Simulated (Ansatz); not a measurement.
# Calculations on CH₅OSi

**1. Relaxation**

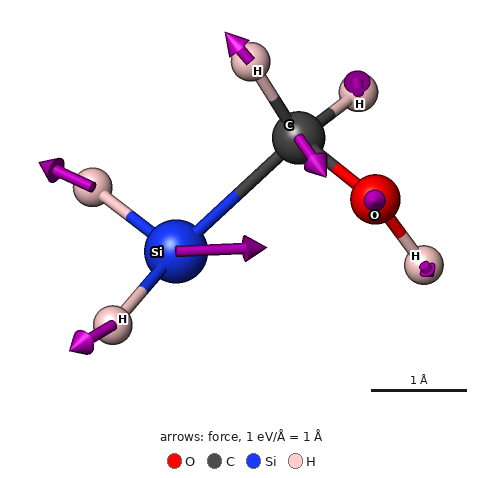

Starting geometry of CH5OSi (multiplicity 2) with the computed forces as purple arrows. A ball-and-stick model, seen at a tilt.

The run prepares an end point of a later path (inversion) calculation, from a guessed geometry.

Level of theory: Ansatz, UKS B3LYP/def2-SVP.

Input
```yaml
crystal:
  periodic: [false, false, false]
  atoms:
    - { symbol: O, position_ang: [-0.74209, 1.00074, -1.03698] }
    - { symbol: C, position_ang: [-0.29245, 0.57025, 0.24116] }
    - { symbol: Si, position_ang: [0.55947, -1.13754, 0.14677] }
    - { symbol: H, position_ang: [-1.42, 0.39111, -1.34572] }
    - { symbol: H, position_ang: [-1.11702, 0.59787, 0.96514] }
    - { symbol: H, position_ang: [0.42856, 1.3311, 0.55377] }
    - { symbol: H, position_ang: [1.08688, -1.55153, 1.44048] }
    - { symbol: H, position_ang: [1.49666, -1.202, -0.96462] }
magnetization:
  spin_polarized: true
  initial_magnetization: 1
basis:
  gaussian: { orbitals: def2-SVP }
hamiltonian:
  xc: b3lyp
relax:
  f_tol: 0.015
  max_steps: 40
output:
  orbitals: {}
```

Launched with:
```bash
ansatz run input.yaml --threads 1 --pin off --max-ram 2048MiB --backend cpu --events-out ev --progress --plain --runs-dir out
```

> What follows when this structure is relaxed?

It isn't relaxed: the largest force vector, on Si3, is 0.99 eV/Å. The final displacements have little in common with the starting forces (cosine between the two patterns 0.24). The atom that moves furthest after the best rigid fit is H8 (0.18 Å). By element the largest moves are H 0.18 Å, O 0.07 Å, C 0.05 Å, Si 0.05 Å. Among the contacts that change: Si3–H7 1.457 → 1.498 Å, C2–H5 1.098 → 1.110 Å, C2–H6 1.094 → 1.106 Å, C2–Si3 1.911 → 1.920 Å. Bond angles that change, for instance: H7–Si3–H8 115.6° → 110.3°, Si3–C2–H5 113.0° → 110.1°, Si3–C2–H6 110.0° → 107.2°. The energy falls by 6.12 kJ/mol in 6 geometry steps. The largest force component goes from 0.98 to 0.011 eV/Å.

**2. Relaxation**

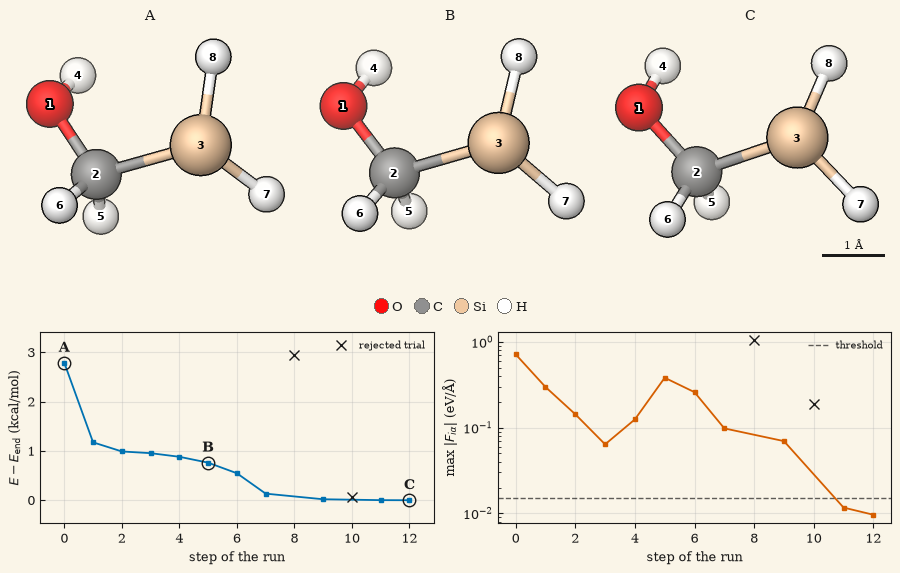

Frames of a relaxation of CH$_{5}$OSi (multiplicity 2), marked on the history of the run. The picture is a ball-and-stick view, seen at a tilt.

The run prepares an end point of a later path (inversion) calculation, from a guessed geometry.

Method: UKS B3LYP/def2-SVP in Ansatz. Settings: collinear spin; force threshold 0.015 eV/Å; at most 40 steps.

What happens along the run?

The largest move after the best rigid fit is that of H8, 0.69 Å. Largest moves by element: H 0.69 Å, O 0.24 Å, Si 0.15 Å, C 0.07 Å. Some distances before and after: Si3–H7 1.457 → 1.500 Å, C2–H5 1.098 → 1.113 Å, C2–Si3 1.911 → 1.921 Å, C2–H6 1.094 → 1.103 Å. Bond angles that change, for instance: H7–Si3–H8 115.6° → 109.3°, Si3–C2–H5 113.0° → 108.4°, C2–Si3–H8 111.4° → 108.8°. Groups turn about C2–Si3 by about 45°. The energy falls by 2.79 kcal/mol in 10 accepted moves (12 points after the start). Largest force component: 0.72 eV/Å at the start, 0.0096 eV/Å at the end. The line search rejected the trial steps at points 8, 10 of the run. Cost: 43 s on 1 thread of Arm Neoverse V1, with other jobs on the host, peak memory 0.16 GiB. From step 0 to 5: H8 moves most (0.36 Å), energy −2.02 kcal/mol. From step 5 to 12: H7 moves most (0.36 Å), energy −0.76 kcal/mol.

**3. Path**

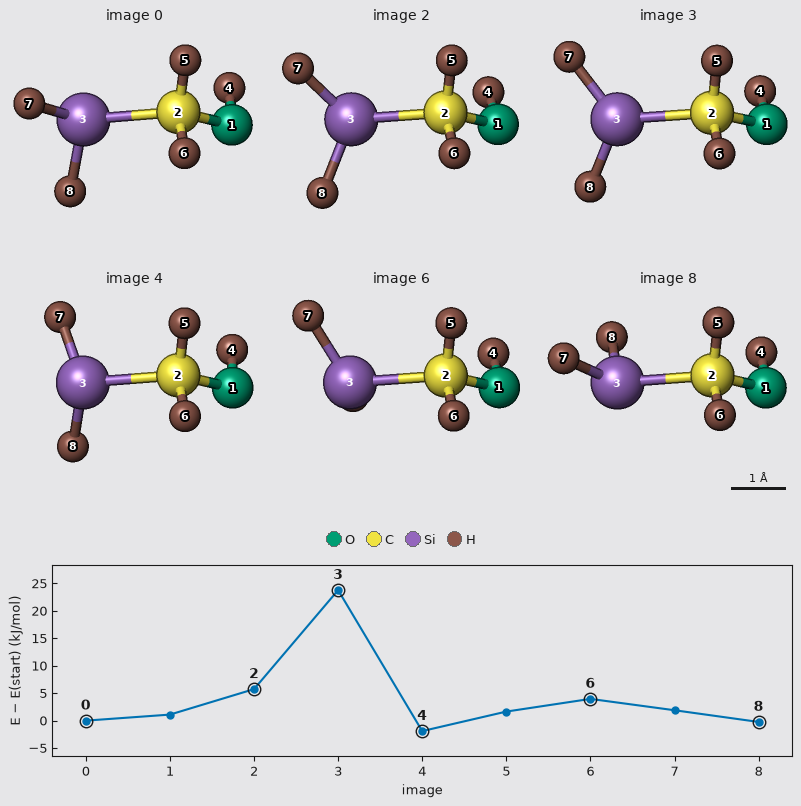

NEB run on CH5OSi (multiplicity 2). Images are numbered from 0 (start) to 8 (end). The picture is a ball-and-stick view, seen from a free direction.

All numbers below come from UKS B3LYP/def2-SVP (Ansatz). Set-up: 7 movable images; climbing image; force threshold 0.05 eV/Å; iteration limit 60; starting path through a guess of the saddle point.

Q: What happens along the path, and what is the barrier?

A: Relative to the start the highest point is image 3 at +23.8 kJ/mol and the end lies at −0.2 kJ/mol, but the profile dips to −1.9 kJ/mol at image 4 on the way, so the process runs in steps. The path has more than one stage, and so few images may leave a stage unresolved. No bond forms or breaks between the ends. Among the angles between lasting bonds that change up to the highest image: C2–Si3–H7 111.3° → 120.8°, H7–Si3–H8 110.3° → 118.4°. The band converged in 14 iterations. The largest component of the band force went from 3.4 to 0.024 eV/Å. The climbing image converged on the top of the path. Its vibrational analysis gives one imaginary mode (608i cm⁻¹), as a transition state must have.

The run took 5.1 min on 1 thread of Arm Neoverse V1 (shared host), peak memory 0.17 GiB.
